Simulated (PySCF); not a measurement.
# SiNH4Se (SMILES N[SiH][SeH]) at UPBE/cc-pV(D+d)Z

What is the vertical ionisation energy of SiNH4Se at UPBE/cc-pV(D+d)Z? The job is set up through a Python script.

The calculation is run with PySCF 2.14.0.

## 1. The structure to begin with

SiNH4Se has 7 atoms, charge 0, and is taken as a doublet. SMILES: `N[SiH][SeH]`. Geometry: a GFN2-xTB relaxation, a rough one for these elements and not checked as a minimum. This is one conformer, not always the lowest.

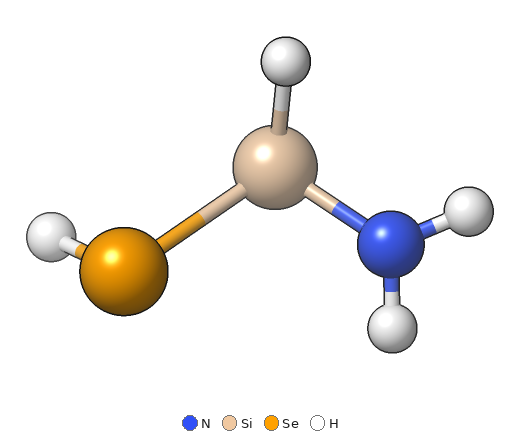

The structure, seen from a chosen angle (nitrogen blue, silicon light orange, selenium orange, hydrogen white).

## 2. A single-point energy at UPBE/cc-pV(D+d)Z

job.py reads:

```python
# N[SiH][SeH]
from pyscf import gto, dft

system = gto.Mole()
system.atom = '''
N     -1.061410     0.461570    -0.627200
Si     0.067750     0.234880     0.651650
Se     1.610590    -1.250310    -0.215820
H     -1.411460    -0.335320    -1.136200
H     -1.754620     1.188480    -0.576880
H      0.663280     1.560460     0.843840
H      1.885870    -1.859760     1.060600
'''
system.charge = 0
system.max_memory = 1860
system.basis = 'cc-pv(d+d)z'
system.verbose = 4
system.spin = 1
system.build()

calc0 = dft.UKS(system, xc='pbe')
calc0.grids.level = 4
calc0.conv_tol = 1e-10
calc0.kernel()
if not calc0.converged:
    calc0 = calc0.newton().run(calc0.mo_coeff, calc0.mo_occ)

e_final = calc0.e_tot
print(f'total energy: {e_final:.8f} hartree')
```

Launch:

```bash
$ OMP_NUM_THREADS=1 python job.py
```

The log of the run:

```text
PySCF version 2.14.0

[INPUT] num. atoms = 7
[INPUT] num. electrons = 59
[INPUT] charge = 0
[INPUT] spin (= nelec alpha-beta = 2S) = 1
[INPUT] symmetry False subgroup None
[INPUT] Mole.unit = angstrom
[INPUT] Symbol           X                Y                Z      unit          X                Y                Z       unit  Magmom
[INPUT]  1 N     -1.061410000000   0.461570000000  -0.627200000000 AA   -2.005774205875   0.872240887315  -1.185236225327 Bohr   0.0
[INPUT]  2 Si     0.067750000000   0.234880000000   0.651650000000 AA    0.128028944939   0.443858872138   1.231440029073 Bohr   0.0
[INPUT]  3 Se     1.610590000000  -1.250310000000  -0.215820000000 AA    3.043573998963  -2.362743470805  -0.407840692204 Bohr   0.0
[INPUT]  4 H     -1.411460000000  -0.335320000000  -1.136200000000 AA   -2.667272835779  -0.633662964089  -2.147106822731 Bohr   0.0
[INPUT]  5 H     -1.754620000000   1.188480000000  -0.576880000000 AA   -3.315751252684   2.245901704523  -1.090145206739 Bohr   0.0
[INPUT]  6 H      0.663280000000   1.560460000000   0.843840000000 AA    1.253417543902   2.948842028339   1.594626492953 Bohr   0.0
[INPUT]  7 H      1.885870000000  -1.859760000000   1.060600000000 AA    3.563777806534  -3.514437057421   2.004243527714 Bohr   0.0

[... 44 lines left out ...]
WARN: HOMO -0.171909493199193 >= LUMO -0.171909493199192
[... 50 lines left out ...]
converged SCF energy = -2747.60077801047  <S^2> = 0.75191303  2S+1 = 2.0019121
total energy: -2747.60077801 hartree
```

Run time: 21 s. Hardware: 1 thread of Arm Neoverse V2, shared host; peak memory 0.44 GiB.

## 3. The singlet cation

input.py reads:

```python
from pyscf import gto, dft

mol = gto.Mole()
mol.atom = '''
N     -1.061410     0.461570    -0.627200
Si     0.067750     0.234880     0.651650
Se     1.610590    -1.250310    -0.215820
H     -1.411460    -0.335320    -1.136200
H     -1.754620     1.188480    -0.576880
H      0.663280     1.560460     0.843840
H      1.885870    -1.859760     1.060600
'''
mol.max_memory = 1860
mol.spin = 0
mol.charge = 1
mol.basis = 'cc-pv(d+d)z'
mol.verbose = 3
mol.build()

mf = dft.RKS(mol, xc='pbe')
mf.conv_tol = 1e-10
mf.grids.level = 4
mf.kernel()
if not mf.converged:
    mf = mf.newton().run(mf.mo_coeff, mf.mo_occ)

e_final = mf.e_tot
print(f'total energy: {e_final:.8f} hartree')
```

Launch:

```bash
$ OMP_NUM_THREADS=1 python input.py
```

The log of the run:

```text
converged SCF energy = -2747.33655881026
total energy: -2747.33655881 hartree
```

Run time: 14 s. Hardware: 1 thread of Arm Neoverse V2, shared host; peak memory 0.43 GiB.

## 4. Results

At UPBE/cc-pV(D+d)Z:

| quantity | value |
| --- | --- |
| doublet SiNH4Se: total energy | -2747.60078 Eh |
| doublet SiNH4Se: dipole moment | 2.07 D |
| doublet SiNH4Se: HOMO energy (highest over α and β) | -4.16 eV |
| doublet SiNH4Se: LUMO energy (lowest over α and β) | -2.85 eV |
| doublet SiNH4Se: ⟨S²⟩ | 0.752 |
| singlet cation: total energy | -2747.33656 Eh |
| singlet cation: HOMO energy | -11.45 eV |
| singlet cation: LUMO energy | -10.12 eV |
| singlet cation: HOMO–LUMO gap | 1.33 eV |
| vertical ionisation energy (to the singlet cation) | 7.190 eV |

The vertical ionisation energy comes to 7.19 eV (694 kJ/mol). Only the singlet of the ionised species was computed; a triplet could lie lower. Mulliken charges (doublet SiNH4Se) run from -0.21 on N1 to +0.16 on Si2; they depend strongly on the basis.
